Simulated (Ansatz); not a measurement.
# Calculations on Cl

Part 1: Relaxation

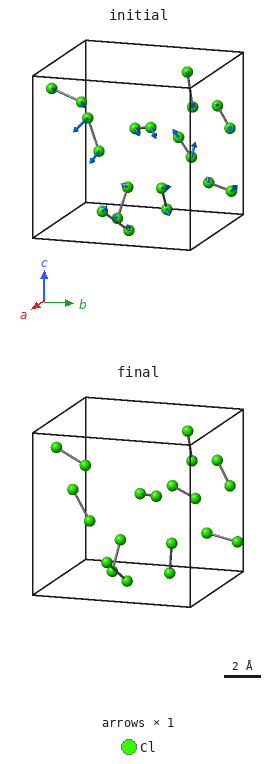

The structure of an amorphous cell of composition Cl before (top) and after (bottom) a relaxation, at one scale. The blue arrows give the displacements, at their true length.

A ball-and-stick model of the cell of the calculation, seen slightly off an axis.

The cell holds 10 Cl2. The run prepares the start of a later molecular dynamics calculation, from a guessed geometry.

Level of theory: DFT LDA, scalar-relativistic, plane waves, PAW (Ansatz 0.2.0).

Input file:
```yaml
accuracy: low
crystal:
  lattice:
    - [9.378887, 0.0, 0.0]
    - [0.0, 9.378887, 0.0]
    - [0.0, 0.0, 9.378887]
  atoms:
    - { symbol: Cl, position: [0.7815043, 0.3693298, 0.144687] }
    - { symbol: Cl, position: [0.6743167, 0.501322, 0.0133452] }
    - { symbol: Cl, position: [0.5369329, 0.8508281, 0.4611381] }
    - { symbol: Cl, position: [0.3870043, 0.7189588, 0.5404712] }
    - { symbol: Cl, position: [0.6730347, 0.8710276, 1.0179733] }
    - { symbol: Cl, position: [0.6796571, 0.9063214, 0.8061424] }
    - { symbol: Cl, position: [0.1503466, 0.9739659, 0.1750341] }
    - { symbol: Cl, position: [0.0363417, 0.7924003, 0.189128] }
    - { symbol: Cl, position: [0.1234277, 0.4547539, 0.5233433] }
    - { symbol: Cl, position: [-0.0229004, 0.305181, 0.4745801] }
    - { symbol: Cl, position: [0.2819415, 0.2959289, -0.014065] }
    - { symbol: Cl, position: [0.1420185, 0.3141097, 0.1479622] }
    - { symbol: Cl, position: [0.1447353, 0.9631582, 0.5609541] }
    - { symbol: Cl, position: [0.0020795, 0.8359609, 0.6590968] }
    - { symbol: Cl, position: [0.6084312, 0.2891914, 0.4724717] }
    - { symbol: Cl, position: [0.5454815, 0.1967247, 0.6559084] }
    - { symbol: Cl, position: [0.9753064, 0.3017525, 0.8574534] }
    - { symbol: Cl, position: [0.9350428, 0.0992877, 0.9170243] }
    - { symbol: Cl, position: [0.4505149, 0.6333191, 0.2344112] }
    - { symbol: Cl, position: [0.3099256, 0.6187499, 0.0725959] }
basis:
  ecutwfc: 420.0
kpoints:
  mp_grid: { grid: [1, 1, 1] }
hamiltonian:
  xc: lda
scf:
  occupations: { method: fermi_dirac, width: 0.05 }
  lower_state_search: "off"
relax:
  f_tol: 0.3
  max_steps: 15
  adjacent_minimum: "off"
output:
  write_density: true
  write_potential: true
  elf: true
  volumetric_format: npy
```

Command:
```bash
ansatz run input.yaml --threads 1 --pin off --max-ram 3072MiB --backend cpu --events-out ev --progress --plain --runs-dir out
```

Question: What changed between the two?

Answer: Cl16 moves most: 1.24 Å roughly along [1 −1 −1]. The cell doesn't change. Some distances before and after: Cl1–Cl15 3.557 → 2.688 Å, Cl3–Cl6 3.540 → 2.753 Å, Cl7–Cl12 3.201 → 2.727 Å, Cl15–Cl16 2.015 → 2.056 Å. The energy falls by 1.517 eV per cell of the calculation in 8 accepted moves (10 points after the start). The largest force component goes from 0.78 to 0.26 eV/Å. 2 steps only repeated the SCF at the same geometry. The forces were under the threshold at step 1, but the run went on from there.

Limits of the set-up: the program's low-accuracy preset was used.

Part 2: Dynamics

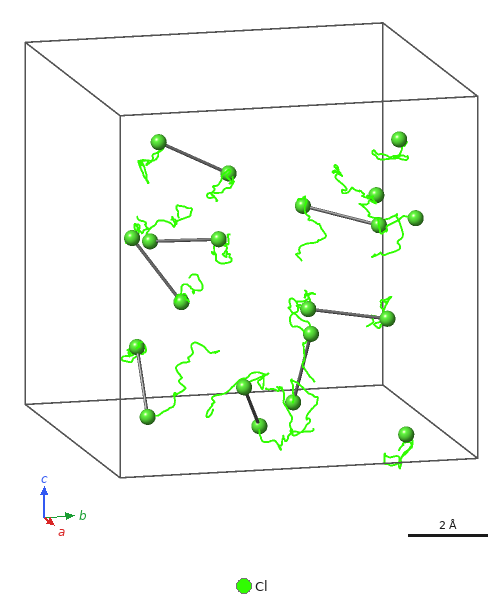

Molecular dynamics of a periodic cell with 10 Cl2 at 1.427 g/cm³, 600 fs long. Lines trace each atom's path, in the colour of its element; spheres stand at the starting positions. Seen slightly off an axis in the simulation cell.

These are results of DFT LDA, scalar-relativistic, plane waves, PAW in Ansatz 0.2.0, not measurements. Set-up: plane-wave cutoff 420 eV; k-point mesh 1 × 1 × 1; Fermi-Dirac smearing 0.05 eV; low-accuracy preset; Langevin thermostat (NVT); set temperature 1000 K; time step 2 fs; friction 0.02 per fs.

Input file:
```yaml
accuracy: low
crystal:
  lattice:
    - [9.378887, 0.0, 0.0]
    - [0.0, 9.378887, 0.0]
    - [0.0, 0.0, 9.378887]
  atoms:
    - { symbol: Cl, position: [0.79322317, 0.40148181, 0.18649097] }
    - { symbol: Cl, position: [0.65181365, 0.48177372, 0.0463325] }
    - { symbol: Cl, position: [0.48760853, 0.8595688, 0.54770787] }
    - { symbol: Cl, position: [0.3768243, 0.6764724, 0.58854814] }
    - { symbol: Cl, position: [0.69586542, 0.88082607, 1.01076277] }
    - { symbol: Cl, position: [0.61807884, 0.88176358, 0.80975049] }
    - { symbol: Cl, position: [0.08360595, 0.99042254, 0.20044453] }
    - { symbol: Cl, position: [0.03752174, 0.78124501, 0.22898969] }
    - { symbol: Cl, position: [0.15439751, 0.49976675, 0.46072483] }
    - { symbol: Cl, position: [0.00560714, 0.34735113, 0.43292809] }
    - { symbol: Cl, position: [0.28785451, 0.26583656, 0.0096154] }
    - { symbol: Cl, position: [0.15286529, 0.27164893, 0.17481512] }
    - { symbol: Cl, position: [0.11066929, 0.95224553, 0.54916017] }
    - { symbol: Cl, position: [-0.01253237, 0.82998251, 0.66992288] }
    - { symbol: Cl, position: [0.68376518, 0.25528863, 0.4074121] }
    - { symbol: Cl, position: [0.63136327, 0.13130777, 0.58047954] }
    - { symbol: Cl, position: [0.94803338, 0.31714468, 0.81314329] }
    - { symbol: Cl, position: [0.92796111, 0.12715354, 0.90550385] }
    - { symbol: Cl, position: [0.42106034, 0.6871878, 0.24332312] }
    - { symbol: Cl, position: [0.35955656, 0.65380404, 0.04360032] }
basis:
  ecutwfc: 420.0
kpoints:
  mp_grid: { grid: [1, 1, 1] }
hamiltonian:
  xc: lda
scf:
  occupations: { method: fermi_dirac, width: 0.05 }
  lower_state_search: "off"
md:
  timestep: 2
  n_steps: 300
  ensemble: nvt_langevin
  temperature: 1000.0
  initial_velocities: maxwell_boltzmann
  seed: 65555
  friction: 0.02
```

Command:
```bash
ansatz run input.yaml --threads 1 --pin off --max-ram 3072MiB --backend cpu --events-out ev --progress --plain --runs-dir out
```

How do the atoms move?

Answer. In the second half of the run the atoms are, in the root-mean-square, this far from where they began (common drift taken out): Cl 0.95 Å. The molecules turn and drift from their places. The mean temperature in the second half is 1077 K (standard deviation 161 K). The potential energy in the second half lies on average 67.7 meV per atom above the first frame.

Limits of the set-up: the program's low-accuracy preset was used.

The run took 17 min on 1 thread of Arm Neoverse V1, on a shared host, peak memory 0.52 GiB.

Part 3: Dynamics

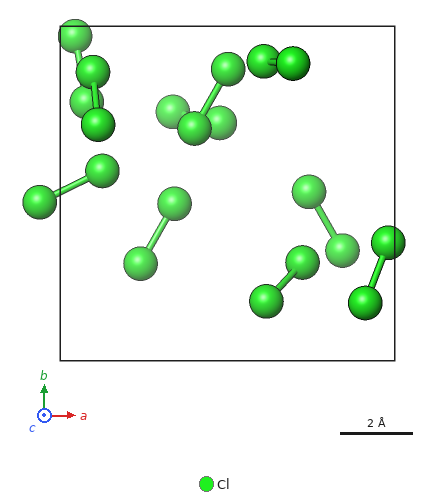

Starting frame of a dynamics run of a periodic cell with 10 Cl2 at 1.427 g/cm³. It starts from the last geometry of an earlier run, with fresh velocities. Style: ball-and-stick. Shown: the simulation cell, along the c axis.

Method: DFT LDA, scalar-relativistic, plane waves, PAW (Ansatz).

Input
```yaml
accuracy: low
crystal:
  lattice:
    - [9.378887, 0.0, 0.0]
    - [0.0, 9.378887, 0.0]
    - [0.0, 0.0, 9.378887]
  atoms:
    - { symbol: Cl, position: [0.83967919, 0.32544642, 0.18631986] }
    - { symbol: Cl, position: [0.73973707, 0.50082854, 0.21457767] }
    - { symbol: Cl, position: [0.49826904, 0.86737535, 0.51456394] }
    - { symbol: Cl, position: [0.39766411, 0.6901546, 0.48810086] }
    - { symbol: Cl, position: [0.69206844, 0.88415224, 1.01182161] }
    - { symbol: Cl, position: [0.6048445, 0.89066731, 0.80726144] }
    - { symbol: Cl, position: [0.04085417, 0.96596322, 0.21857774] }
    - { symbol: Cl, position: [0.07591581, 0.76904391, 0.30504347] }
    - { symbol: Cl, position: [0.12256197, 0.5633077, 0.5109626] }
    - { symbol: Cl, position: [-0.06480612, 0.46988695, 0.5235409] }
    - { symbol: Cl, position: [0.33806062, 0.46511671, 0.23188144] }
    - { symbol: Cl, position: [0.23651532, 0.28633092, 0.25157512] }
    - { symbol: Cl, position: [0.09439807, 0.85852662, 0.66459063] }
    - { symbol: Cl, position: [0.10957489, 0.70165501, 0.80927429] }
    - { symbol: Cl, position: [0.72041215, 0.28981981, 0.52687377] }
    - { symbol: Cl, position: [0.61249997, 0.17380089, 0.68116323] }
    - { symbol: Cl, position: [0.97653401, 0.34873438, 0.84294047] }
    - { symbol: Cl, position: [0.9077027, 0.16886133, 0.93325863] }
    - { symbol: Cl, position: [0.47326573, 0.70669119, 0.1675203] }
    - { symbol: Cl, position: [0.33313795, 0.73981209, 0.00778789] }
basis:
  ecutwfc: 420.0
kpoints:
  mp_grid: { grid: [1, 1, 1] }
hamiltonian:
  xc: lda
scf:
  occupations: { method: fermi_dirac, width: 0.05 }
  lower_state_search: "off"
md:
  timestep: 2
  n_steps: 400
  ensemble: nvt_langevin
  temperature: 1000.0
  initial_velocities: maxwell_boltzmann
  seed: 100809
  friction: 0.01
```

Launched with:
```bash
ansatz run input.yaml --threads 1 --pin off --max-ram 3072MiB --backend cpu --events-out ev --progress --plain --runs-dir out
```

### What does the trajectory do?

Over the second half the temperature averages 1005 K (spread ±130 K). The potential energy in the second half lies on average 15.6 meV per atom above the first frame. In the second half of the run the atoms are, in the root-mean-square, this far from where they began (common drift taken out): Cl 1.39 Å. The molecules turn and drift from their places. Bond changes: 3 Cl–Cl bonds form between 414 fs and 754 fs.

Along the run (each row but the first and the last is the mean over the interval that it begins):

```csv
time (fs),potential energy (meV/atom),T (K)
0.0,0.0,950
132.0,25.0,994
264.0,10.5,859
396.0,24.0,928
528.0,11.5,1048
660.0,11.4,1035
792.0,18.9,975
```

The paths of the atoms:

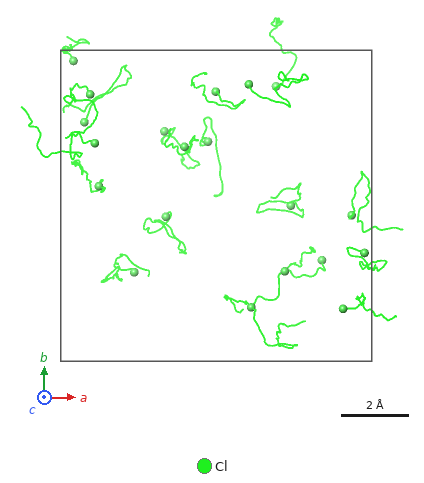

Limits of the set-up: the program's low-accuracy preset was used.
